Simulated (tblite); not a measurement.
## C$_{4}$H$_{10}$Cl$_{2}$P$_{2}$Si: frequency calculation

- system: C$_{4}$H$_{10}$Cl$_{2}$P$_{2}$Si
- method: GFN2-xTB harmonic vibrations, gas phase (tblite 0.8.0)

It belongs to a series of runs on one base structure; here: H on C replaced by CHCl2.

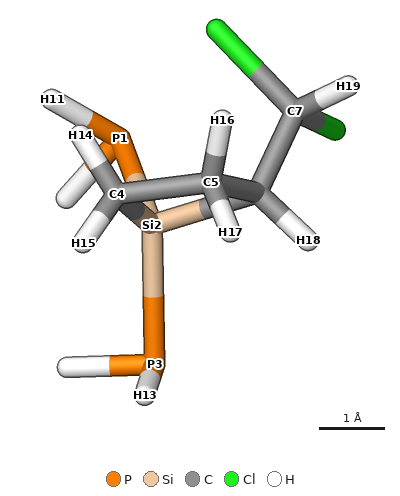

The structure (stick view, seen at a tilt; atoms are numbered from 1 in the order of the input). Bond lengths as drawn: C–C 1.50 to 1.54 Å, C–Cl 1.78 Å, C–H 1.09 Å, C–Si 1.93 to 1.94 Å, H–P 1.38 to 1.39 Å and P–Si 2.25 to 2.26 Å.

**Input**
```
{"job": {"kind": "ir", "xc": "GFN2-xTB", "basis": "xTB"}, "charge": 0, "multiplicity": 1}
P     -0.784845    -0.076360     2.483927
Si    -0.798888     0.185659     0.247080
P     -2.360534     1.676518    -0.429827
C     -0.349371    -1.306449    -0.907005
C      0.926411    -0.592511    -1.380822
C      0.942085     0.638362    -0.458988
C      2.026814     0.618056     0.579742
Cl     1.791777     1.983779     1.697717
Cl     1.963457    -0.886888     1.521135
H     -2.154800     0.131440     2.608010
H     -0.950670    -1.451069     2.433256
H     -3.416910     0.869282    -0.049070
H     -2.402024     1.216952    -1.734511
H     -0.133740    -2.231704    -0.377747
H     -1.040310    -1.539982    -1.713293
H      1.817402    -1.208438    -1.269395
H      0.849319    -0.289872    -2.423361
H      1.026715     1.577021    -1.007306
H      3.038308     0.695455     0.172997
```

The first line tells a small driver script what to run in tblite; the rest is the geometry in Å.

Launched with:
```bash
OMP_NUM_THREADS=1 python <driver script> task.json out
```

**Output**
```
mode    cm-1     km/mol
  1      39.9      0.54
  2      66.3      2.90
  3      76.9      9.06
  4      86.2      1.20
  5     106.9      0.98
  6     117.1      0.61
  7     135.1      6.45
  8     157.7     14.56
  9     185.4      0.20
 10     206.0      9.84
 11     252.6      2.58
 12     307.8      1.34
 13     371.5      1.77
 14     460.5      0.69
 15     508.7     55.39
 16     567.6     47.31
 17     607.7     22.64
 18     661.7     12.89
 19     670.7     12.28
 20     683.4     23.71
 21     695.6     25.41
 22     705.5     14.77
 23     724.0     35.67
 24     732.9     28.28
 25     782.1     32.98
 26     856.8     23.75
 27     980.4      4.90
 28    1035.8      4.78
 29    1069.6      4.69
 30    1106.3     27.19
 31    1122.9      1.84
 32    1134.3     10.78
 33    1137.8     20.40
 34    1156.5     38.36
 35    1176.3      8.93
 36    1203.4      2.59
 37    1211.4      9.99
 38    1274.3      4.19
 39    1289.7      2.81
 40    1455.2      6.02
 41    1482.5      7.84
 42    2278.5    127.41
 43    2302.5     94.33
 44    2352.6    108.15
 45    2383.7    117.72
 46    2918.6      3.96
 47    2966.3     15.72
 48    2996.2      5.02
 49    3008.3     29.95
 50    3013.6     38.56
 51    3017.4     28.70
```

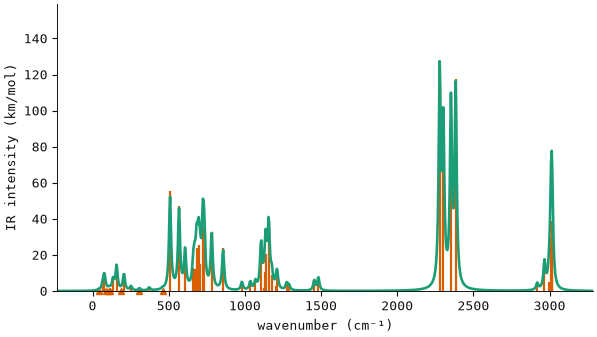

Harmonic infrared spectrum, unscaled: sticks (degenerate modes added up, dark ones marked on the axis) with a Lorentzian envelope of 16 cm⁻¹ full width, scaled to the tallest stick. 51 modes from 40 to 3017 cm⁻¹, none imaginary. The strongest line is at 2278 cm⁻¹ (127 km/mol).

**Summary**

```json
{"quantity": "outcome", "value": "converged"}
{"quantity": "total energy", "value": "−802.9042 eV"}
{"quantity": "zero-point energy", "value": "79.8280 kcal/mol"}
{"quantity": "hardware", "value": "1 CPU thread, shared host"}
{"quantity": "wall time", "value": "2.5 s"}
{"quantity": "peak memory", "value": "0.18 GiB"}
```
